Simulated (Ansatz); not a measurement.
# SiO2 (P4_2/mnm): modes against biaxial strain in the (001) plane, that of a and b, part 2 of 4

Wanted: the shifts of the zone-centre modes of SiO2 (P4_2/mnm) with strain.

Ansatz 0.2.0; DFT LDA, scalar-relativistic, plane waves, PAW; PAW set soft_1.

So far. Step 4 (Tight relaxation): The largest force component left is 0.056 meV/Å and the pressure is 0.003 GPa, within the tolerances set. The cell now holds 7.66 Å³/atom.

## (5) Zone-centre response at rest

The modes at rest are the reference of the series, and the response to a field gives the dielectric tensor and the Born charges.

File input.yaml:

```yaml
crystal:
  lattice:
    - [4.1549127599, 0.0, 0.0]
    - [0.0, 4.1549127599, 0.0]
    - [0.0, 0.0, 2.6613485654]
  atoms:
    - { symbol: O, position: [0.6944294069, 0.6944294069, 0.0] }
    - { symbol: O, position: [0.1944294069, 0.8055705931, 0.5] }
    - { symbol: O, position: [0.3055705931, 0.3055705931, 0.0] }
    - { symbol: O, position: [0.8055705931, 0.1944294069, 0.5] }
    - { symbol: Si, position: [0.5, 0.5, 0.5] }
    - { symbol: Si, position: [0.0, 0.0, 0.0] }
kpoints:
  mp_grid: { grid: [8, 8, 8] }
hamiltonian:
  xc: lda
  pseudopotentials: { kind: paw, azcp: { folder: soft_1 }, xc_functional: pbe }
scf:
  occupations: { method: fixed }
output:
  eigenvalues: true
phonons:
  method: dfpt
  dielectric: true
  rigid_motions: translations
```

Command:

```bash
$ ansatz run input.yaml --threads 8 --pin off --max-ram 16384MiB --backend cpu --events-out ev --progress --plain --runs-dir out
```

Numbers of over 12 decimals in the logs are rounded to 6 here.

Log:

```text
[...]
Crystal: 6 atoms, lattice volume = 45.944 Å³
Basis set: ecut = 420 eV, 913 PW (Γ), exchange–correlation on 60×60×36 points (8 copies of the dense FFT grid, shifted against one another)
Bands: 22, of which v1, the nominal top of the filled ones, is band 16 counted from 1 (15 counted from 0)
Symmetry: 16 space group operations
k-points: 260 of 512 (irreducible under 1 space group operation, time reversal used)
[...]
SCF iter   1: F=—  HF=-3447.547112 eV  |F-HF|=—  |Δ(HF+E_count)|=         —  Δρ=1.40e-1  dr2=7.15e0  ethr=3.10e-3  ⟨swp⟩=4.2  Hψ=25820  notcnv=0  defer=1009
[...]
SCF iter   9: F=-3445.450901 eV  HF=-3445.450901 eV  |F-HF|=1.82e-12  |Δ(HF+E_count)|=  2.55e-11  Δρ=1.32e-7  dr2=3.17e-12  ethr=1.00e-12  ⟨swp⟩=12.9  Hψ=37933  notcnv=0
SCF 1 converged in 9 iterations: F = -3445.450901 eV  dr2 = 3.17e-12
[...]
DFPT response loops at Γ: preconditioner auto → none (the input reference at scf.mixing.eps_inf says where Resta's filter doesn't serve); β = 0.50; Broyden in place of MSR1
── the response to a field inside a basis, on 8×8×8 k-points: an SCF that follows is theirs, and a resumed run solves both again ──
Bands: 17, of which v1, the nominal top of the filled ones, is band 16 counted from 1 (15 counted from 0)
k-points: 40 of 512
[...]
Eigensolver: Dense (40 Hₖ)
SCF iter   1: F=—  HF=-3445.452410 eV  |F-HF|=—  |Δ(HF+E_count)|=         —  Δρ=7.45e-4  dr2=3.98e-5  ethr=1.00e-1
[...]
SCF iter   4: F=-3445.452397 eV  HF=-3445.452397 eV  |F-HF|=1.36e-10  |Δ(HF+E_count)|=   7.06e-7  Δρ=8.65e-6  dr2=1.00e-8  ethr=6.68e-9
SCF 1 converged in 4 iterations: F = -3445.452397 eV  dr2 = 1.00e-8
[...]
SCF converged after 9 iterations
Free energy (F): -3445.450901 eV
[...]
Internal energy: -3445.450901 eV  (E = F + TS)
E sigma→0 (E₀):  -3445.450901 eV
Fermi energy:    10.472122 eV
[...]
--- Band table (eV; the first three rows and the last of 260) ---
  k-point 0: bands = [... 12 lower, 7.9151, 9.5630, 9.5630, 10.4721, 16.2883, 16.9498, 18.8662, 18.8662, ... 2 higher]
  k-point 1: bands = [... 12 lower, 7.2205, 9.4053, 9.4053, 10.2702, 16.9891, 18.0668, 19.7602, 19.7602, ... 2 higher]
  k-point 2: bands = [... 12 lower, 6.0506, 8.9103, 8.9103, 9.6301, 18.0519, 20.2212, 20.4671, 21.6500, ... 2 higher]
  k-point 259: bands = [... 12 lower, 8.6739, 8.6739, 8.8682, 8.8682, 17.6715, 17.6715, 21.3601, 21.3601, ... 2 higher]
--- Phonons (Γ-DFPT): 4 representative perturbations + reference, on 260 of 512 k-points (Σ response iterations 12) ---
  k mesh reduced under 1 symmetry operation, with k and −k counted as one. Each operation leaves every solved perturbation unchanged. A smaller set is not considered because the run solves the response to a homogeneous field
  ASR residual: 3.194e-5 → 0.000e0 eV/Å²; symmetrization residual: 1.273e-6 eV/Å²
  ASR residual per site (eV/Å²): 3.19e-5 3.19e-5 3.19e-5 3.19e-5 1.29e-5 1.29e-5
  Γ frequencies (cm⁻¹): 0.00 0.00 0.00 218.45 383.65 465.65 465.65 583.83 583.83 585.83 585.83 589.07 658.16 753.37 757.86 822.86 822.86 947.19
  ε∞ (high-frequency dielectric tensor):
        3.374887     0.000000     0.000000
        0.000000     3.374887     0.000000
        0.000000     0.000000     3.551817
  ε⁰ (static dielectric tensor: ions relaxed, cell fixed):
       11.097996     0.000000    -0.000000
        0.000000    11.097996     0.000000
       -0.000000     0.000000     9.031913
  ε⁰ − ε∞ (ionic part):
        7.723109     0.000000    -0.000000
        0.000000     7.723109     0.000000
       -0.000000     0.000000     5.480095
  softest optical mode at Γ: 218.45 cm⁻¹; the repairs (sum rule, projections) moved no ω² at Γ by more than (0.97 cm⁻¹)²
  Born effective charges Z* (e; rows j = field, columns β = displacement):
    site 0:
        -1.90476   -0.57545    0.00000
        -0.57545   -1.90476    0.00000
         0.00000    0.00000   -2.03567
    site 1:
        -1.90476    0.57545    0.00000
         0.57545   -1.90476    0.00000
         0.00000    0.00000   -2.03567
    site 2:
        -1.90476   -0.57545    0.00000
        -0.57545   -1.90476    0.00000
         0.00000    0.00000   -2.03567
    site 3:
        -1.90476    0.57545    0.00000
         0.57545   -1.90476    0.00000
         0.00000    0.00000   -2.03567
    site 4:
         3.80952   -0.35910    0.00000
        -0.35910    3.80952    0.00000
         0.00000    0.00000    4.07135
    site 5:
         3.80952    0.35910    0.00000
         0.35910    3.80952    0.00000
         0.00000    0.00000    4.07135
  Z* charge neutrality: 2.139e-3 e pre-enforcement
  solved inside a basis spanned on kpoints, on 8×8×8 k-points, its susceptibility summed on 8×8×12: ε∞ is read to err by 8.3e-3, Z* by 1.4e-2 e (field_mesh: kpoints solves on kpoints); Z* is corrected for what the basis lacks
  optical modes at Γ without the LO–TO term, one row a degenerate level:
      ω (cm⁻¹)  modes    IR ((D/Å)²/amu)
        218.45      1             0.0000
        383.65      1             0.0000
        465.65      2            56.8138
        583.83      2             0.0000
        585.83      2            11.2123
        589.07      1             0.0000
        658.16      1            51.1355
        753.37      1             0.0000
        757.86      1             0.0000
        822.86      2            25.7579
        947.19      1             0.0000
  optical modes at Γ + LO–TO along q̂ = [1.0000, 0.0000, 0.0000]:
      ω (cm⁻¹)  modes    IR ((D/Å)²/amu)
        218.45      1             0.0000
        383.65      1             0.0000
[...]
optical modes at Γ + LO–TO along q̂ = [0.0000, 1.0000, 0.0000]:
      ω (cm⁻¹)  modes    IR ((D/Å)²/amu)
[...]
1038.43      1            41.0813
  optical modes at Γ + LO–TO along q̂ = [0.0000, 0.0000, 1.0000]:
      ω (cm⁻¹)  modes    IR ((D/Å)²/amu)
        218.45      1             0.0000
        383.65      1             0.0000
        465.65      2            56.8138
        583.83      2             0.0000
        585.83      2            11.2123
        589.07      1             0.0000
        753.37      1             0.0000
        757.86      1             0.0000
        822.86      2            25.7579
        947.19      1             0.0000
       1049.54      1            51.1355
```

The job ended after 33 s (8 threads of Arm Neoverse V2, shared host; peak memory 1.3 GiB).

Reading the cycles: dr2 is the Hartree energy of the density residual (eV), the measure of convergence; HF is the Harris–Foulkes estimate of the energy, which meets the free energy F at convergence.

This step gave:

- sum-rule residual before enforcement: 3.19e-5 eV/Å²
- miss of the charge sum rule: 0.002139 e
- estimated error of the dielectric tensor: 0.008310
- estimated error of the Born charges: 0.01430 e
- point group: 4/mmm
- highest optical mode at the zone centre (no LO-TO term): 947.2 cm⁻¹
- lowest optical zone-centre mode: 218.4 cm⁻¹
- mean high-frequency dielectric constant: 3.434
- largest Born charge (third of the trace): 3.897 e
- mean static dielectric constant: 10.41
- top of the zone-centre spectrum with the field: 1050 cm⁻¹

Without the LO-TO term. Patterns of degenerate modes are one choice out of their space. Modes at Γ, with each element's share of the kinetic energy:

```
mode  frequency (cm⁻¹)  symmetry  O %  Si %
   1               0.0  acoustic   53    47
   2               0.0  acoustic   53    47
   3               0.0  acoustic   53    47
   4             218.4       B1g  100     0
   5             383.6       B1u   19    81
   6             465.6        Eu   57    43
   7             465.6        Eu   57    43
   8             583.8        Eg  100     0
   9             583.8        Eg  100     0
  10             585.8        Eu   37    63
  11             585.8        Eu   37    63
  12             589.1       A2g  100     0
  13             658.2       A2u   47    53
  14             753.4       A1g  100     0
  15             757.9       B1u   81    19
  16             822.9        Eu   53    47
  17             822.9        Eu   53    47
  18             947.2       B2g  100     0
```

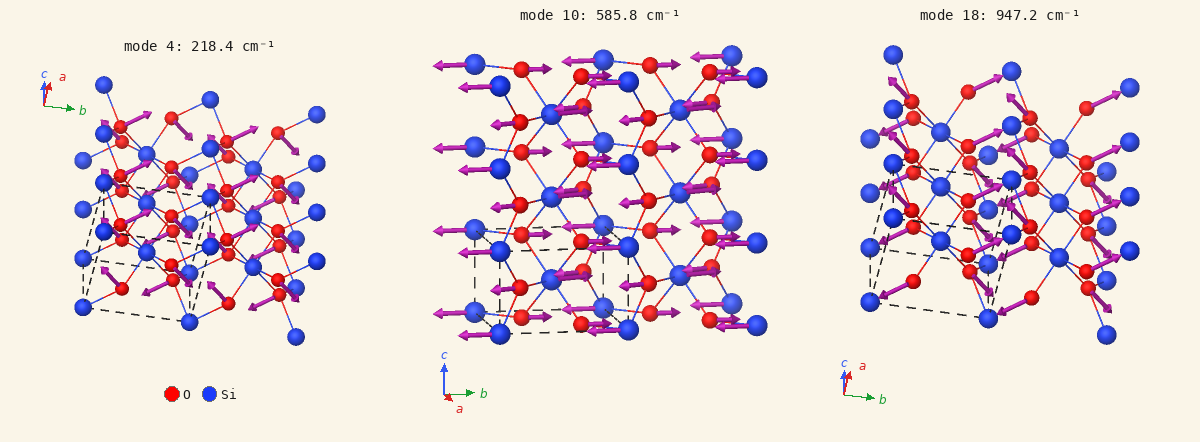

Displacement patterns of modes 4, 10 and 18 at Γ; arrows are exaggerated. 1×2×3 cells are drawn. Some periodic images of atoms are drawn too.

Optical modes at the zone centre, without and with the macroscopic field of the longitudinal modes; each column is sorted by frequency, so a row need not hold one and the same mode. Modes with and without the field, by row:

```
rank among optical modes  no field (cm⁻¹)  q along (1, 0, 0) (cm⁻¹)  q along (0, 0, 1) (cm⁻¹)
                       1            218.4                     218.4                     218.4
                       2            383.6                     383.6                     383.6
                       3            465.6                     465.6                     465.6
                       4            465.6                     559.6                     465.6
                       5            583.8                     583.8                     583.8
                       6            583.8                     583.8                     583.8
                       7            585.8                     585.8                     585.8
                       8            585.8                     589.1                     585.8
                       9            589.1                     658.2                     589.1
                      10            658.2                     700.5                     753.4
                      11            753.4                     753.4                     757.9
                      12            757.9                     757.9                     822.9
                      13            822.9                     822.9                     822.9
                      14            822.9                     947.2                     947.2
                      15            947.2                      1038                      1050
```

Born charge (rows field, columns displacement) (e), principal values of the symmetric part by kind of site:

```
atom  atoms with these values    low  middle   high   mean
  O1                        4  -2.48   -2.04  -1.33  -1.95
 Si5                        2   3.45    4.07   4.17   3.90
```

In full for O1:

```
-1.90 -0.58  0.00
-0.58 -1.90  0.00
 0.00  0.00 -2.04
```

High-frequency dielectric tensor:

```
3.37 0.00 0.00
0.00 3.37 0.00
0.00 0.00 3.55
```

Static dielectric tensor (ions relaxed, fixed cell):

```
11.10  0.00  0.00
 0.00 11.10  0.00
 0.00  0.00  9.03
```

Transverse modes. Lines of the infrared spectrum (strongest = 100):

```
position (cm⁻¹)  label  relative intensity
            218    B1g                 0.0
            384    B1u                 0.0
            466     Eu                 100
            584     Eg                 0.0
            586     Eu                  20
            589    A2g                 0.0
            658    A2u                  90
            753    A1g                 0.0
            758    B1u                 0.0
            823     Eu                  45
            947    B2g                 0.0
```

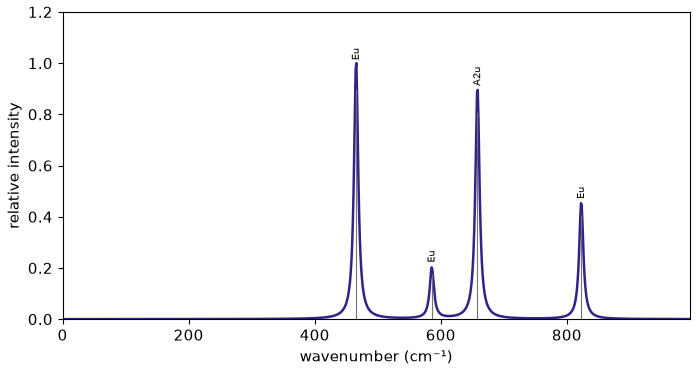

The infrared spectrum, broadened with Lorentzians of width 8 cm⁻¹; bars mark the lines.

Before it was imposed, the acoustic sum rule was missed by 3.2e-5 eV/Å² and the charge sum rule by 0.0021 e. Small misses are needed for a sound result but don't prove that mesh and cutoff are converged. The lowest optical mode is real, 218 cm⁻¹.

## (6) Relaxation of a member: biaxial strain of +4 % in the (001) plane, that of a and b

The cell takes a biaxial strain of +4 % in the (001) plane, that of a and b. The strained lengths are held, while the rest of the cell and the atoms relax.

input.yaml, the sections that differ from step 5:

```yaml
crystal:
  lattice:
    - [4.3211092703, 0.0, 0.0]
    - [0.0, 4.3211092703, 0.0]
    - [0.0, 0.0, 2.6238062886]
  atoms:
    - { symbol: O, position: [0.6909546981, 0.6909546981, 0.0] }
    - { symbol: O, position: [0.1909546981, 0.8090453019, 0.5] }
    - { symbol: O, position: [0.3090453019, 0.3090453019, 0.0] }
    - { symbol: O, position: [0.8090453019, 0.1909546981, 0.5] }
    - { symbol: Si, position: [0.5, 0.5, 0.5] }
    - { symbol: Si, position: [0.0, 0.0, 0.0] }
output:
  forces: true
  stress: true
  eigenvalues: true
relax:
  adjacent_minimum: "off"
  f_tol: 0.001
  max_steps: 60
  cell: { stress_tol: 0.01, fix: [a, b, gamma] }
# kpoints, hamiltonian, scf: as in step 5
# phonons: removed
```

Log:

```text
[...]
Crystal: 6 atoms, lattice volume = 48.992 Å³
Basis set: ecut = 420 eV, 969 PW (Γ)
Bands: 22, of which v1, the nominal top of the filled ones, is band 16 counted from 1 (15 counted from 0)
Symmetry: 16 space group operations
[...]
k-points: 75 of 512
[...]
cell:  # Å, volume = 48.7880 Å³
    - [4.3211092703, 0.0, 0.0]
    - [0.0, 4.3211092703, 0.0]
    - [0.0, 0.0, 2.612897]
  atoms:
    - { symbol: O, position: [0.689522, 0.689522, 0.0] }
    - { symbol: O, position: [0.189522, 0.810478, 0.5] }
    - { symbol: O, position: [0.310478, 0.310478, 0.0] }
    - { symbol: O, position: [0.810478, 0.189522, 0.5] }
    - { symbol: Si, position: [0.5, 0.5, 0.5] }
    - { symbol: Si, position: [0, 0, 0.0] }
[key lines of the parts left out:]
SCF converged after 5 iterations
Free energy (F): -3445.229723 eV
Fermi energy:    9.307883 eV
P = ⅓ Tr σ = -11.4254 GPa (-114.254 kbar)
```

Run time: 4.4 s. Hardware: 8 threads; peak memory 0.37 GiB.

Relaxation path:

```
step  energy less that of the first step (eV)  largest force component (eV/Å)  pressure (GPa)  volume (Å³)
   1                                   0.0000                          0.1820          -13.98        48.99
   2                                  -0.0031                          0.1374          -13.37        48.94
   3                                  -0.0075                          0.0043          -11.38        48.79
   4                                  -0.0075                          0.0006          -11.45        48.80
  5*                                  -0.0066                          0.0007          -11.48        48.80
   6                                  -0.0067                          0.0003          -11.43        48.79
  7*                                  -0.0067                          0.0003          -11.43        48.79
```

Relaxation steps marked * repeat the geometry before them on a plane-wave basis chosen anew for their cell, so energy and pressure can jump there.

Forces are held to the 16 operations that the run works with; a distortion that breaks them can't arise in this run.

```
conventional cell, symmetrised  before  after  change
                         a (Å)   4.321  4.321  +0.0 %
                         b (Å)   4.321  4.321  +0.0 %
                         c (Å)   2.624  2.613  -0.4 %
              volume (Å³/atom)    8.17   8.13  -0.4 %
```

This step gave:

| Property | Result |
| --- | --- |
| pressure | -11.43 GPa |
| gap on the k-mesh | 5.207 eV |
| volume per atom | 8.131 Å³ |

The largest force component left is 0.26 meV/Å.

(Part 2 of 4 ends here.)

[Logs are printed without paths, hosts, clocks, repeated set-up lines and the standing remarks that a program may print on its own settings, such as how far it seeks lower states.]

[Hosts, paths, dates, database ids (printed as entryN), source tags and the programs' standing remarks are cut or masked in the printed files.]
